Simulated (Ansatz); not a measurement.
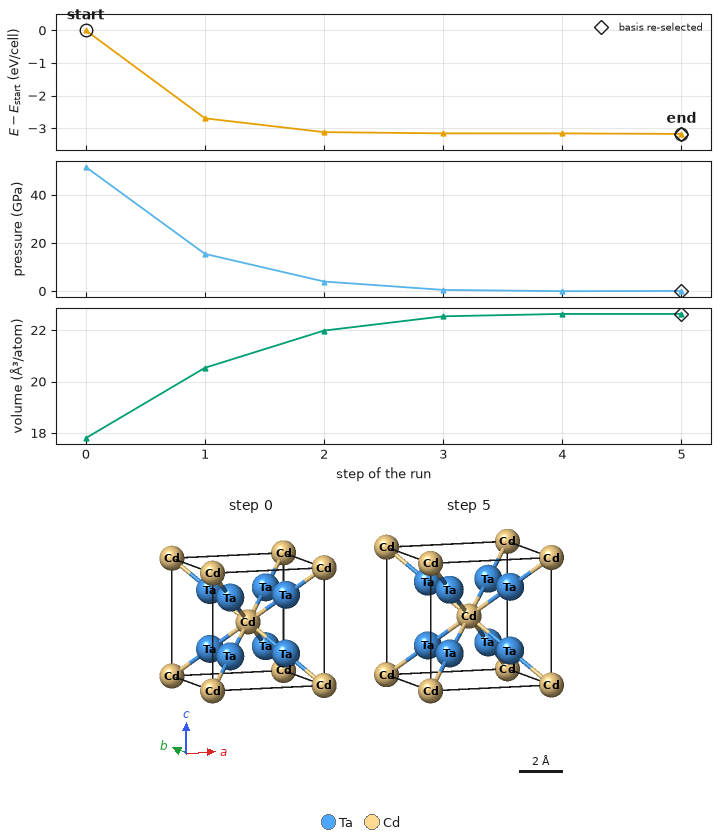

First and last geometry of a relaxation of a crystal of Ta₄Cd (a generated structure, set up in Im-3m) (coarse preliminary run), with the history of the run. A ball-and-stick model of the conventional cell (2 times the calculation's cell), seen slightly off an axis. Lengths and directions refer to the drawn axes.

Level of theory: DFT PBE, scalar-relativistic, plane waves, PAW (Ansatz). Set-up: plane-wave cutoff 420 eV; k-point mesh 4 × 4 × 4; occupations gaussian; smearing width 0.1 eV; no spin polarisation; cell and atoms relaxed; force threshold 0.04 eV/Å; at most 70 steps.

Question: What do the curves and the structures tell?

Answer: It converged. The energy falls by 3.167 eV per cell of the calculation in 4 accepted moves (5 points after the start). All forces vanish by symmetry, so only the cell relaxes. Pressure: 51.64 GPa at the start and 0.10 GPa at the end. At 1 point the geometry stayed and the basis and grid were re-selected for the new cell (energy shift of 16.3 meV per cell of the calculation at most each time). The atoms keep their places relative to the cell (all moves are under 0.005 Å). The volume changes by +27.1 %, with a = b = c 5.626 → 6.094 Å (+8.3 %). Near-neighbour distances that change, for instance: Ta–Ta 2.813 → 3.047 Å, Cd–Ta 2.436 → 2.639 Å. The space group stays Im-3m (No. 229). The run took 11 s on 1 thread of Arm Neoverse V2, on a shared host, peak memory 0.37 GiB.
